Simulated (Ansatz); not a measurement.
# Calculations on SiH₂S and related structures

### Relaxation

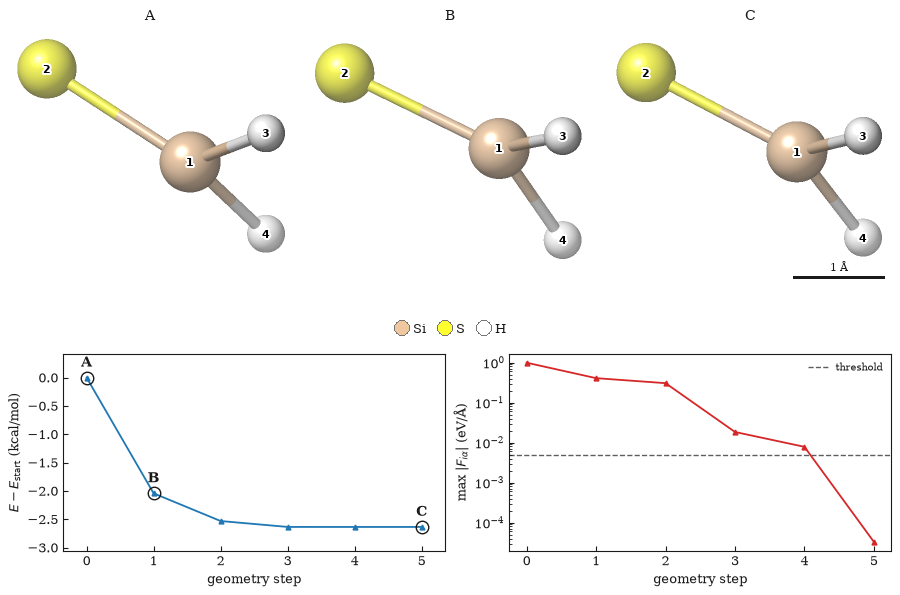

Frames of a relaxation of SiH2S, marked on the history of the run. A ball-and-stick model, seen from a free direction.

It is one of the separated products of a reaction.

The calculation used RKS PBE0-D4/def2-TZVP in Ansatz 0.2.0.

Input file:
```yaml
crystal:
  periodic: [false, false, false]
  atoms:
    - {symbol: Si, position_ang: [-0.637092, -0.143199, 0.795121]}
    - {symbol: S, position_ang: [-1.731667, 1.389586, 0.235954]}
    - {symbol: H, position_ang: [-1.018433, -1.567477, 0.577472]}
    - {symbol: H, position_ang: [0.333730, -0.110106, 1.925484]}
basis:
  gaussian: {orbitals: def2-TZVP}
hamiltonian: {xc: pbe0, dispersion: d4}
relax: {f_tol: 0.005, max_steps: 200}
```

Launched with:
```bash
ansatz run in.yaml --threads 2 --pin off --events-out ev --progress --plain --max-ram 4352MiB
```

Describe the path.

Answer. The energy falls by 2.64 kcal/mol in 5 geometry steps. The largest force component goes from 0.99 to under 0.0001 eV/Å. Si1 moves most after the best rigid fit: 0.15 Å. By element the largest moves are Si 0.15 Å, H 0.05 Å, S 0.05 Å. Some distances before and after: Si1–S2 1.965 → 1.938 Å, Si1–H3 1.490 → 1.485 Å. Among the angles between lasting bonds that change: H3–Si1–H4 107.4° → 109.9°. From step 0 to 1: Si1 moves most (0.20 Å), energy −2.04 kcal/mol. From step 1 to 5: Si1 moves most (0.05 Å), energy −0.59 kcal/mol.

### Relaxation

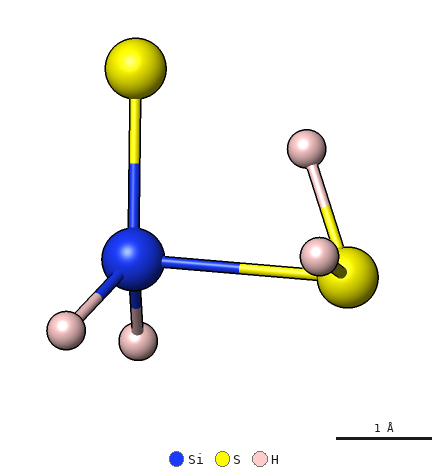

SiH$_{4}$S$_{2}$, before the relaxation. Style: ball-and-stick. Shown at a tilt.

All numbers below come from RKS BLYP-D4/def2-SVP in Ansatz 0.2.0.

Input file:
```yaml
crystal:
  periodic: [false, false, false]
  atoms:
    - {symbol: Si, position_ang: [-0.517543, -0.226553, 0.684890]}
    - {symbol: S, position_ang: [1.061379, -0.426521, -1.060910]}
    - {symbol: S, position_ang: [-1.636410, 1.153008, -0.257363]}
    - {symbol: H, position_ang: [-0.090643, 0.423948, -1.360417]}
    - {symbol: H, position_ang: [-0.928148, -1.651871, 0.782026]}
    - {symbol: H, position_ang: [0.350043, 0.086574, 1.852186]}
    - {symbol: H, position_ang: [1.761422, 0.641415, -0.640312]}
basis:
  gaussian: {orbitals: def2-SVP}
hamiltonian: {xc: {name: BLYP}, dispersion: d4}
relax: {f_tol: 0.03, max_steps: 60, escape_saddle: false}
```

Command:
```bash
ansatz run in.yaml --threads 2 --pin off --events-out ev --progress --plain --max-ram 4352MiB
```

Predict the outcome.

Answer. The largest move after the best rigid fit is that of H4, 1.01 Å. Largest moves by element: H 1.01 Å, S 0.63 Å, Si 0.32 Å. Among the contacts that change: S3–H4 2.034 → 3.552 Å, Si1–H4 2.188 → 3.088 Å, S2–S3 3.228 → 3.843 Å, Si1–S2 2.362 → 2.825 Å. Among the angles between lasting bonds that change: S3–Si1–H5 122.3° → 124.7°. Over 16 accepted moves (18 points after the start) the energy falls by 0.344 eV. The largest force component goes from 0.77 to 0.019 eV/Å. The line search rejected the trial steps at points 10, 13 of the run. The forces were under the threshold at step 12, but the run went on from there. The run took 24 s on 2 threads of Intel Xeon Platinum 8175M @ 2.50GHz, on a shared host.

The structure at the end:

```xyz
7

Si   -0.7278   -0.1355    0.9073
S     1.3540   -0.3781   -0.9870
S    -1.7937    1.4230    0.2861
H     0.4112   -0.2207   -1.9621
H    -1.0881   -1.5740    0.6558
H     0.3081   -0.0870    1.9967
H     1.5364    0.9722   -0.8967
```

After the run, drawn alike:

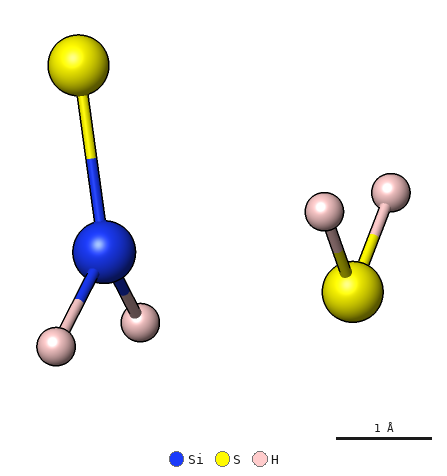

### Reaction

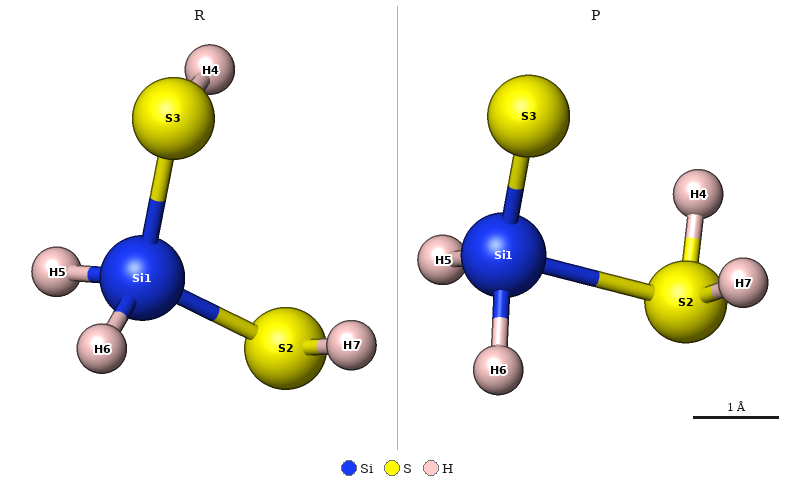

Reactant (R) and product (P) of one elementary step of SiH4S2. A ball-and-stick model, seen at a tilt.

Stationary points at PBE0-D4/def2-TZVP, single-point energies with CCSD(T)/CBS (def2-TZVPP where no basis is named; Ansatz 0.2.0). The energies are electronic, without zero-point or thermal terms, and both ends are the minima reached downhill from the saddle, with any fragments still in contact. CCSD(T)/CBS stands for a frozen-core estimate: MP2 correlation extrapolated from def2-TZVPP and def2-QZVPP, CCSD(T) minus MP2 from the smaller set.

R:
```xyz
7

Si   -0.1447   -0.3043    0.5180
S     1.6174   -0.7067   -0.6116
S    -1.3627    1.2420   -0.2995
H    -1.4962    0.6480   -1.4978
H    -0.8362   -1.6145    0.5579
H     0.1528    0.1777    1.8874
H     2.0696    0.5578   -0.5543
```

P:
```xyz
7

Si   -0.6329   -0.1247    0.8016
S     1.2183   -0.3718   -0.8596
S    -1.7156    1.4108    0.2271
H     0.3530   -0.2324   -1.8806
H    -1.0303   -1.5481    0.6079
H     0.3462   -0.0848    1.9246
H     1.4614    0.9510   -0.8209
```

> Predict the saddle point between them and the barrier.

From R over the saddle to P, a bond forms: S2–H4 (3.51 → 1.46 → 1.35 Å). A bond breaks: S3–H4 (1.34 → 2.03 → 3.38 Å). Bonds that stay but change much: Si1–S2 (2.13 → 2.36 → 2.50 Å). The saddle has one imaginary mode, 583i cm⁻¹. With CCSD(T)/CBS the barrier is 160.6 kJ/mol from R and 25.8 kJ/mol from P, and P lies 134.8 kJ/mol above R.

Saddle geometry:

```xyz
7

Si   -0.5175   -0.2266    0.6849
S     1.0614   -0.4265   -1.0609
S    -1.6364    1.1530   -0.2574
H    -0.0906    0.4239   -1.3604
H    -0.9281   -1.6519    0.7820
H     0.3500    0.0866    1.8522
H     1.7614    0.6414   -0.6403
```

The saddle point in the same view, with dashed sticks for the bonds that form or break:

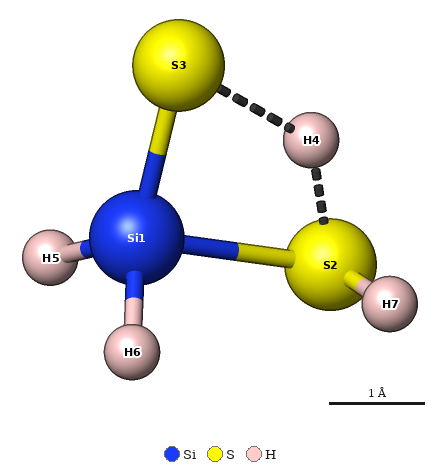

### Path

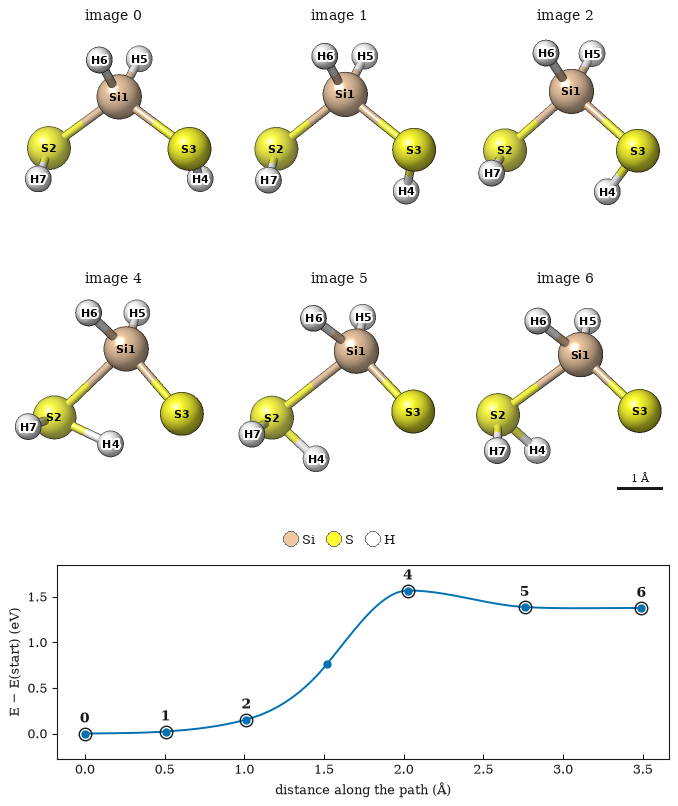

A nudged-elastic-band calculation for SiH$_{4}$S$_{2}$. Images are numbered from 0 (start) to 6 (end). A ball-and-stick model, seen at a tilt.

Computed with RKS PBE0-D4/def2-SVP in Ansatz 0.2.0. Settings: 5 movable images; climbing image.

What happens along the path, and what is the barrier?

Answer. Forward barrier 1.57 eV, backward barrier 0.19 eV, with image 4 at the top; the reaction energy is +1.38 eV. A hydrogen atom shifts from one atom to another. Breaking: S3–H4 (1.34 → 2.02 at the top → 3.38 Å). Forming: S2–H4 (3.51 → 1.48 at the top → 1.35 Å). The band converged in 15 iterations. The largest component of the band force went from 2.8 to 0.021 eV/Å. The climbing image converged on the top of the path. Its curvatures weren't checked. The largest force component is 0.23 eV/Å at the start and 0.27 eV/Å at the end; an end with forces this large is no minimum, and the barrier measured from it can be far off.

Cost: 2.6 min on 2 threads of Intel Xeon Platinum 8175M @ 2.50GHz (shared host).
